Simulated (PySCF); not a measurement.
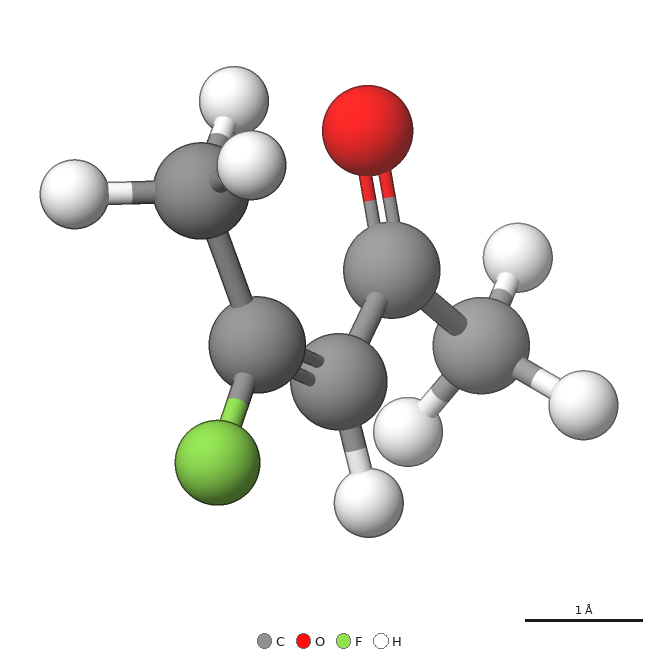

Ball-and-stick drawing of a structure. Double and triple bonds are drawn as two and three sticks.

The geometry was computed by an optimisation with GFN2-xTB. No frequency run is at hand to confirm it as a minimum.

Description:

The molecule is C₅H₇FO. Its SMILES string is `CC(=O)/C=C(\C)F`. It has no ring. Among its groups: ketone, alkene, C–F bond. Coordination: 2 C tetrahedral; 3 C trigonal planar.

The parts below concern this one geometry. Atoms keep their numbers from picture to picture.

## Electronic properties

No frequency run is at hand to confirm it as a minimum. Level of theory: B3LYP/pcJ-1, gas phase (PySCF 2.14.0).

Give the dipole moment at this level.

1.33 D.

What is the HOMO energy (Kohn–Sham orbital)?

−7.11 eV.

Give the LUMO energy (Kohn–Sham orbital) at this level.

−1.67 eV.

## Spin–spin coupling

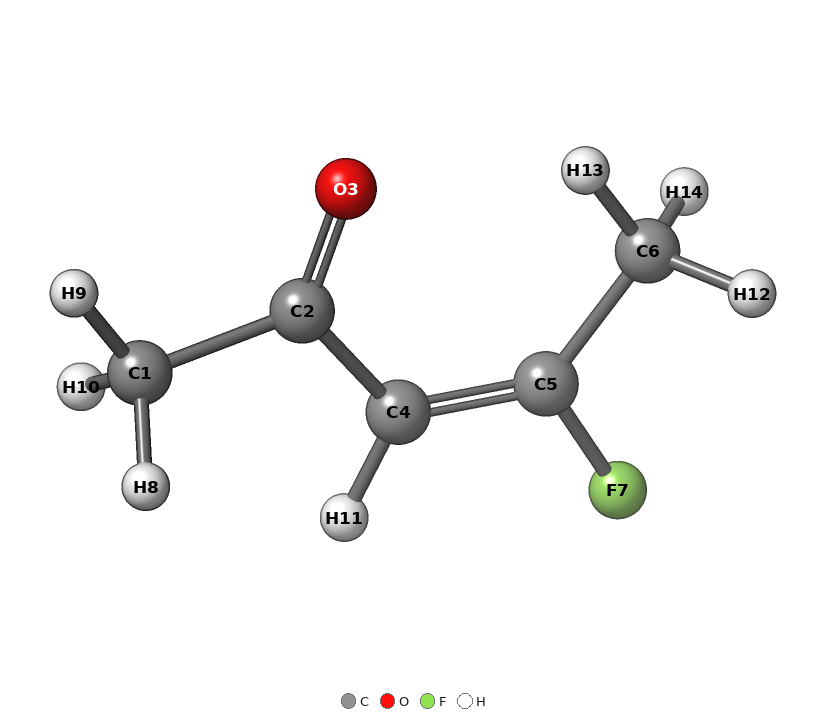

No frequency run is at hand to confirm it as a minimum. Properties computed with B3LYP/pcJ-1 indirect spin-spin coupling, non-relativistic, gas phase (PySCF 2.14.0). Isotopes: 13C, 19F, 1H, 17O.

Give the spin–spin coupling constants of these pairs, with the number of bonds between them: C4/F7, C6/F7, C2/F7, F7/H12, F7/H14, F7/H11.

```
   pair  bonds apart  J (Hz)
 C4, F7            2    13.1
 C6, F7            2    16.1
 C2, F7            3    17.5
F7, H12            3     2.6
F7, H14            3     1.2
F7, H11            3    19.2
```

Density functionals are unreliable for couplings to fluorine, so those rows may be far off.

## Quadrupole coupling

No frequency run is at hand to confirm it as a minimum. Electric field gradients from the ground-state density, B3LYP/pcJ-1 (PySCF 2.14.0), non-relativistic apart from any core potentials.

Give the largest field-gradient component, the quadrupole coupling constant and the asymmetry for 17O at O3 (Q = −25.6 mb).

```
atom  V_zz (a.u.)  e²qQ/h (MHz)     η
  O3       −1.914         11.51  0.35
```
